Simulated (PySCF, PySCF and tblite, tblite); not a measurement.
# C₅H₁₀O: conformers and averaged spectra, part 2 of 2

PySCF and tblite. Atoms count from 0. The steps go on from the part before.

## Step 7: Couplings, conformer 1: B3LYP/6-31G*+pcJ-1

The job: settings as JSON, then the geometry in Å.

```
{"job": {"xc": "B3LYP", "basis": {"default": "6-31G*", "H": "pcJ-1"}, "nuclei": ["H", "F", "P", "Si", "B"], "kind": "j"}, "charge": 0, "multiplicity": 1}
O     -1.932501     1.120124     0.164228
C     -0.800379     0.690075    -0.555167
C     -0.696024    -0.846939    -0.630589
C      0.344182    -1.221515     0.422298
C      1.373048    -0.101616     0.289855
C      0.524229     1.157334     0.094072
H     -1.890423     0.740360     1.049666
H     -0.937347     1.124912    -1.548253
H     -1.667433    -1.309932    -0.460053
H     -0.343746    -1.143255    -1.618645
H     -0.099121    -1.208663     1.420391
H      0.772175    -2.208237     0.253077
H      1.990554    -0.277287    -0.592094
H      2.027945    -0.026645     1.156816
H      0.295102     1.617252     1.057432
H      1.032143     1.902979    -0.514445
```

Log:

```text
coarse grid: 12720 points
cycle   1  E = -271.7151600592  dE =  6.816e-01  |g| = 7.296e-01  |ddm| = 3.213e+00
cycle   2  E = -271.6214551796  dE =  9.370e-02  |g| = 1.014e+00  |ddm| = 1.486e+00
cycle   3  E = -271.8281598627  dE = -2.067e-01  |g| = 8.511e-02  |ddm| = 9.328e-01
cycle   4  E = -271.8293614397  dE = -1.202e-03  |g| = 4.125e-02  |ddm| = 1.012e-01
cycle   5  E = -271.8297554640  dE = -3.940e-04  |g| = 7.290e-03  |ddm| = 4.257e-02
cycle   6  E = -271.8297671343  dE = -1.167e-05  |g| = 1.289e-03  |ddm| = 8.695e-03
cycle   7  E = -271.8297675149  dE = -3.806e-07  |g| = 3.659e-04  |ddm| = 1.504e-03
final grid: 120968 points
cycle   8  E = -271.7817111424  dE = -4.818e-05  |g| = 6.824e-03  |ddm| = 3.124e-02
cycle   9  E = -271.7817027068  dE =  8.436e-06  |g| = 8.973e-03  |ddm| = 1.428e-02
cycle  10  E = -271.7817233116  dE = -2.060e-05  |g| = 6.621e-04  |ddm| = 8.475e-03
cycle  11  E = -271.7817233773  dE = -6.575e-08  |g| = 3.131e-04  |ddm| = 7.356e-04
cycle  12  E = -271.7817233945  dE = -1.724e-08  |g| = 4.312e-05  |ddm| = 2.497e-04
cycle  13  E = -271.7817233949  dE = -3.818e-10  |g| = 8.278e-06  |ddm| = 5.146e-05
converged SCF energy = -271.7817233949

Indirect spin-spin couplings (Hz)
  i      j    bonds     total        FC       PSO       DSO        SD
  6 H    7 H    3     16.227    17.619     3.093    -4.485         -
  6 H    9 H    4     -1.204    -0.516     1.369    -2.057         -
  6 H   10 H    5      0.584    -0.165    -1.731     2.480         -
  6 H   11 H    5     -0.185     0.072     0.645    -0.902         -
  6 H   12 H    5     -0.465    -0.041     0.997    -1.422         -
  6 H   15 H    4     -0.902    -0.282     1.256    -1.876         -
  7 H    8 H    3      0.155     0.555     0.907    -1.307         -
  7 H    9 H    3      8.900     8.633    -0.366     0.634         -
  7 H   10 H    4     -1.133    -0.489     1.334    -1.977         -
  7 H   12 H    4     -0.281    -0.152     0.276    -0.405         -
  7 H   13 H    4     -1.291    -0.715     1.325    -1.901         -
  7 H   14 H    3      3.169     3.840     1.368    -2.040         -
  7 H   15 H    3      9.091     8.830    -0.360     0.621         -
  8 H    9 H    2    -14.612   -14.324     1.794    -2.083         -
  8 H   10 H    3      7.573     7.501    -0.016     0.087         -
  8 H   11 H    3      0.285     0.599     0.706    -1.020         -
  8 H   12 H    4     -0.966    -0.408     1.245    -1.803         -
  8 H   13 H    4      1.347     1.892     1.331    -1.876         -
  8 H   14 H    4      0.554     1.009     0.984    -1.438         -
  8 H   15 H    4     -1.264    -0.641     1.388    -2.012         -
  9 H   10 H    3     13.934    14.825     1.788    -2.678         -
  9 H   11 H    3      7.828     7.768     0.032     0.028         -
  9 H   13 H    4     -0.751    -0.189     1.249    -1.811         -
  9 H   14 H    4     -0.985    -0.359     1.390    -2.015         -
  9 H   15 H    4     -0.232     0.018     0.505    -0.755         -
 10 H   11 H    2    -12.862   -12.538     1.851    -2.176         -
 10 H   12 H    3     12.986    13.889     1.812    -2.716         -
 10 H   13 H    3      6.420     6.388     0.057    -0.025         -
 10 H   15 H    4     -1.059    -0.465     1.302    -1.896         -
 11 H   12 H    3      6.541     6.505     0.074    -0.039         -
 11 H   13 H    3      0.446     0.766     0.708    -1.028         -
 11 H   14 H    4     -1.247    -0.693     1.251    -1.804         -
 11 H   15 H    4      0.643     1.177     1.279    -1.813         -
 12 H   13 H    2    -12.977   -12.622     1.890    -2.245         -
 12 H   14 H    3     11.823    12.657     1.688    -2.522         -
 12 H   15 H    3      9.966     9.838    -0.136     0.264         -
 13 H   14 H    3      9.136     8.994    -0.146     0.287         -
 13 H   15 H    3      0.252     0.658     0.877    -1.283         -
 14 H   15 H    2    -15.390   -15.136     1.748    -2.001         -
```

Run time: 21 s. Hardware: 1 thread of Arm Neoverse V1, shared host; peak memory 0.96 GiB.

In short: HOMO -6.95 eV, LUMO 0.98 eV; dipole 1.63 D.

## Step 8: Couplings, conformer 2: B3LYP/6-31G*+pcJ-1

The job: settings as JSON, then the geometry in Å.

```
{"job": {"xc": "B3LYP", "basis": {"default": "6-31G*", "H": "pcJ-1"}, "nuclei": ["H", "F", "P", "Si", "B"], "kind": "j"}, "charge": 0, "multiplicity": 1}
O      1.861747    -0.290467    -1.048327
C      1.089973    -0.238712     0.134373
C     -0.027080    -1.291385     0.006782
C     -1.344874    -0.544875     0.223093
C     -1.032789     0.872671    -0.245825
C      0.366064     1.110051     0.316611
H      2.539560     0.392664    -1.013806
H      1.741395    -0.444887     0.997371
H      0.025700    -1.691023    -1.005731
H      0.104714    -2.112682     0.708127
H     -2.169203    -0.998227    -0.324626
H     -1.601051    -0.533899     1.284173
H     -1.756646     1.606235     0.106149
H     -1.002025     0.903113    -1.335443
H      0.891967     1.917842    -0.192907
H      0.304948     1.352525     1.378573
```

Log:

```text
coarse grid: 12720 points
cycle   1  E = -271.7127271266  dE =  6.879e-01  |g| = 7.403e-01  |ddm| = 3.203e+00
cycle   2  E = -271.5983983837  dE =  1.143e-01  |g| = 1.065e+00  |ddm| = 1.591e+00
cycle   3  E = -271.8291760561  dE = -2.308e-01  |g| = 7.706e-02  |ddm| = 1.020e+00
cycle   4  E = -271.8300819197  dE = -9.059e-04  |g| = 4.246e-02  |ddm| = 9.793e-02
cycle   5  E = -271.8305004083  dE = -4.185e-04  |g| = 6.713e-03  |ddm| = 4.257e-02
cycle   6  E = -271.8305101413  dE = -9.733e-06  |g| = 1.394e-03  |ddm| = 8.022e-03
final grid: 120968 points
cycle   7  E = -271.7824831644  dE = -4.681e-05  |g| = 7.368e-03  |ddm| = 2.436e-02
cycle   8  E = -271.7824724812  dE =  1.068e-05  |g| = 9.893e-03  |ddm| = 1.582e-02
cycle   9  E = -271.7824972221  dE = -2.474e-05  |g| = 5.062e-04  |ddm| = 9.244e-03
cycle  10  E = -271.7824972553  dE = -3.318e-08  |g| = 3.117e-04  |ddm| = 6.703e-04
cycle  11  E = -271.7824972729  dE = -1.757e-08  |g| = 4.455e-05  |ddm| = 2.618e-04
cycle  12  E = -271.7824972733  dE = -3.963e-10  |g| = 6.377e-06  |ddm| = 4.501e-05
converged SCF energy = -271.7824972733

Indirect spin-spin couplings (Hz)
  i      j    bonds     total        FC       PSO       DSO        SD
  6 H    7 H    3      0.808     0.944     0.633    -0.769         -
  6 H    8 H    4      0.460     1.336     1.947    -2.823         -
  6 H    9 H    4     -0.292     0.451     1.661    -2.405         -
  6 H   10 H    5     -0.297     0.250     1.237    -1.783         -
  6 H   11 H    5     -0.423     0.096     1.211    -1.730         -
  6 H   12 H    5     -0.289     0.141     0.996    -1.426         -
  6 H   13 H    5     -0.179     0.070     0.446    -0.695         -
  6 H   15 H    4     -1.003    -0.673     0.768    -1.099         -
  7 H    8 H    3      3.151     3.832     1.403    -2.084         -
  7 H    9 H    3      8.751     8.505    -0.374     0.620         -
  7 H   10 H    4     -1.264    -0.693     1.321    -1.893         -
  7 H   11 H    4     -0.263    -0.149     0.236    -0.350         -
  7 H   12 H    4      0.208     0.711     1.198    -1.702         -
  7 H   13 H    4     -1.168    -0.535     1.338    -1.971         -
  7 H   14 H    3     -0.137     0.272     0.917    -1.326         -
  7 H   15 H    3      7.634     7.355    -0.403     0.682         -
  8 H    9 H    2    -14.546   -14.255     1.773    -2.064         -
  8 H   10 H    3      9.163     9.027    -0.120     0.256         -
  8 H   11 H    3     12.278    13.115     1.714    -2.551         -
  8 H   12 H    4     -1.185    -0.633     1.241    -1.792         -
  8 H   14 H    4      0.507     0.963     0.955    -1.411         -
  8 H   15 H    4     -0.970    -0.343     1.400    -2.027         -
  9 H   10 H    3      0.188     0.580     0.864    -1.255         -
  9 H   11 H    3      9.552     9.438    -0.107     0.222         -
  9 H   12 H    4      0.653     1.190     1.301    -1.837         -
  9 H   13 H    4     -0.992    -0.404     1.304    -1.893         -
  9 H   14 H    4     -1.253    -0.626     1.394    -2.021         -
  9 H   15 H    4     -0.289    -0.028     0.531    -0.792         -
 10 H   11 H    2    -12.624   -12.271     1.896    -2.248         -
 10 H   12 H    3      0.468     0.782     0.698    -1.012         -
 10 H   13 H    3      6.357     6.333     0.071    -0.047         -
 10 H   14 H    4      1.086     1.634     1.329    -1.877         -
 10 H   15 H    4     -0.800    -0.236     1.244    -1.808         -
 11 H   12 H    3      6.269     6.252     0.102    -0.085         -
 11 H   13 H    3     13.195    14.104     1.827    -2.736         -
 11 H   14 H    4     -0.957    -0.395     1.235    -1.797         -
 12 H   13 H    2    -12.264   -11.904     1.883    -2.242         -
 12 H   14 H    3      0.333     0.632     0.677    -0.976         -
 12 H   15 H    3      7.206     7.159     0.052    -0.006         -
 13 H   14 H    3      7.282     7.194    -0.049     0.137         -
 13 H   15 H    3     13.225    14.119     1.797    -2.692         -
 14 H   15 H    2    -13.634   -13.350     1.804    -2.088         -
```

It took 21 s on 1 thread of Arm Neoverse V1, shared host; peak memory 0.99 GiB.

Key values: HOMO -7.01 eV, LUMO 1.14 eV; dipole 1.40 D.

## Step 9: Averages: properties at KT2/pcSseg-1 in chloroform

The job: settings as JSON, then the geometry in Å.

```
{"job": {"study": "conf", "smiles": "OC1CCCC1", "search": {"seed": 3034, "n_embed": 90, "ff_keep": 18, "window": 3.0, "nmax": 10, "temps": [220, 260, 298.15, 340, 380], "t_ref": 298.15, "order": 0.001}, "level": {"nmr": {"xc": "KT2", "basis": "pcSseg-1", "solvent": "chloroform"}, "sp": {"xc": "r2SCAN", "basis": "def2-TZVP", "solvent": "chloroform"}, "j": {"xc": "B3LYP", "basis": {"default": "6-31G*", "H": "pcJ-1"}, "nuclei": ["H", "F", "P", "Si", "B"]}}, "kind": "conf"}, "charge": 0, "multiplicity": 1}
O      1.861747    -0.290467    -1.048327
C      1.089973    -0.238712     0.134373
C     -0.027080    -1.291385     0.006782
C     -1.344874    -0.544875     0.223093
C     -1.032789     0.872671    -0.245825
C      0.366064     1.110051     0.316611
H      2.539560     0.392664    -1.013806
H      1.741395    -0.444887     0.997371
H      0.025700    -1.691023    -1.005731
H      0.104714    -2.112682     0.708127
H     -2.169203    -0.998227    -0.324626
H     -1.601051    -0.533899     1.284173
H     -1.756646     1.606235     0.106149
H     -1.002025     0.903113    -1.335443
H      0.891967     1.917842    -0.192907
H      0.304948     1.352525     1.378573
```

Log:

```text
conformer  sym    E(xTB)   E(DFT)   G(298.15 K)  weight  dipole/D
    1     C1      0.000    0.526    0.672   0.2433    2.021
    2     C1      1.344    0.000    0.000   0.7567    1.780

mean shielding (ppm) by class
class atoms           220 K      260 K   298.15 K      340 K      380 K
  0 O  0            256.396     255.78    255.301    254.871    254.533
  1 C  1            106.811    106.796    106.783    106.772    106.764
  2 C  2,5          144.401    144.376    144.357    144.339    144.325
  3 C  3,4          155.616     155.64     155.66    155.677    155.691
  4 H  6             30.859     30.858     30.858     30.857     30.857
  5 H  7             26.762     26.777     26.788     26.798     26.806
  6 H  8,14           30.09     30.092     30.093     30.094     30.095
  7 H  9,15          29.543     29.536     29.531     29.527     29.523
  8 H  10,13          29.76     29.764     29.768      29.77     29.773
  9 H  11,12         30.098     30.098     30.099     30.099     30.099
```

Wall time 2.3 min (1 thread of Arm Neoverse V1, shared host). This counts the runs that the step sums up.

The search (ETKDG and KDG, MMFF94s, GFN2-xTB) embedded 90 structures, kept 5 distinct ones after the force field and 2 after xTB; 2 were carried on (window 3.0 kcal/mol at the search's own energies). Energies: r2SCAN/def2-TZVP in chloroform with D3(BJ).

Conformer by conformer (298 K):

```tsv
no.	group	mirror pair	ΔE xTB	ΔE DFT	ΔG	weight (%)	μ (D)	H6–O0–C1–C2 (°)	A, B, C (GHz)
1	C1	yes	0.00	0.53	0.67	24.3	2.02	58	5.77, 3.28, 2.53
2	C1	yes	1.34	0.00	0.00	75.7	1.78	177	5.78, 3.31, 2.54
```

Energies in kcal/mol. ΔG holds xTB vibrations and rotation, symmetry numbers and mirror pairs.

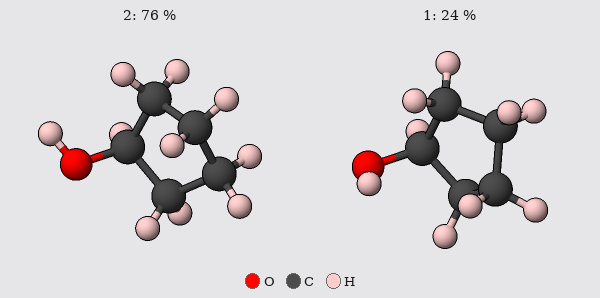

The conformers with their weights.

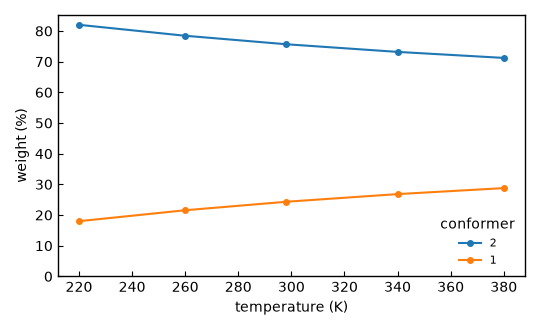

Weights against temperature.

Other ways of weighting, at the same temperature:

```tsv
scheme	2	1	mean μ (D)
DFT free energy	76	24	1.84
DFT energy, symmetry counted	71	29	1.85
DFT energy alone	71	29	1.85
xTB energy, symmetry counted	9	91	2.00
xTB free energy	12	88	1.99
lowest conformer only	100	0	1.78
equal weights	50	50	1.90
```

Shifts against references run at the same level (1H TMS 31.60, 13C TMS 186.2 ppm of shielding), by class of atoms, at 298 K:

```tsv
atoms	environment	no. 2	no. 1	average	measured
C1	sp3 CH bonded to O	79.3	79.8	79.4	73.7
C2, C5	sp3 CH2 in a ring	41.7	42.4	41.9	35.4
C3, C4	sp3 CH2 in a ring	30.7	30.0	30.5	23.4
H7	hydrogen on an sp3 CH bonded to O	4.91	4.51	4.82	–
H9, H15	hydrogen on an sp3 CH2 in a ring	2.03	2.21	2.07	–
H10, H13	hydrogen on an sp3 CH2 in a ring	1.86	1.75	1.84	–
H8, H14	hydrogen on an sp3 CH2 in a ring	1.52	1.47	1.51	–
H11, H12	hydrogen on an sp3 CH2 in a ring	1.51	1.49	1.50	–
H6	hydrogen on an alcohol oxygen	0.74	0.77	0.75	–
O0	alcohol oxygen	259.5 (σ)	242.2 (σ)	255.3 (σ)	–
```

Measured: solution, not stated per compound (mostly CDCl3 or CCl4); Pretsch, Buehlmann, Badertscher, Structure Determination of Organic Compounds, 4th ed. (2009).

Couplings (Hz, B3LYP/6-31G*+pcJ-1; one pair named for each class), from conformers that hold 100 % of the weight:

```tsv
pair	bonds	no. 2	no. 1	average
H8–H9	2	-14.1	-15.0	-14.3
H10–H11	2	-12.4	-12.9	-12.6
H9–H11	3	8.4	8.9	8.5
H7–H9	3	8.2	9.0	8.4
H8–H10	3	8.2	8.3	8.2
H9–H10	3	6.7	7.1	6.8
H10–H12	3	6.8	6.7	6.8
H10–H13	3	6.4	6.4	6.4
H11–H12	3	6.3	6.5	6.3
H8–H11	3	6.3	6.0	6.2
H7–H10	4	-1.2	-1.2	-1.2
H8–H15	4	-1.1	-1.1	-1.1
H8–H12	4	-1.1	-1.1	-1.1
H9–H13	4	-0.9	-0.9	-0.9
H6–H9	4	-0.7	-1.1	-0.8
H8–H13	4	0.5	0.7	0.6
H8–H14	4	0.5	0.6	0.5
```

Effective distances for nuclear Overhauser effects, ⟨r⁻⁶⟩^(−1/6) over all pairs of two classes (Å): H10···H11 1.97; H8···H9 1.98; H7···H9 2.35; H6···H7 2.39; H6···H8 2.57; H9···H11 2.60; H8···H10 2.63; H7···H8 2.84.

## Step 10: What came out

What follows sums up all 2 parts.

```
                                        quantity                                                value
                                      conformers  2; the first in weight is no. 2 (C1), 76 % at 298 K
                         root-mean-square dipole                                               1.84 D
averaged 13C shifts (KT2/pcSseg-1 in chloroform)                                 79.4, 41.9, 30.5 ppm
 averaged 1H shifts (KT2/pcSseg-1 in chloroform)               4.82, 2.07, 1.84, 1.51, 1.50, 0.75 ppm
```

What this shows: Conformer 2 leads with 76 % at 298 K, and its share goes from 82 % at 220 K to 71 % at 380 K. xTB puts no. 1 lowest, DFT no. 2. Among conformers over 5 %, H7 differs by 0.41 ppm, while the average moves by 0.04 ppm from 220 to 380 K. Against 3 measured 13C shifts the average misses by 6.4 ppm, the leading conformer alone by 6.4 ppm. Vibration is missing from the shifts, so part of that gap is not the functional's. Protons on O, N, S or Se exchange and bind to solvent, so their values hold for the lone molecule only.
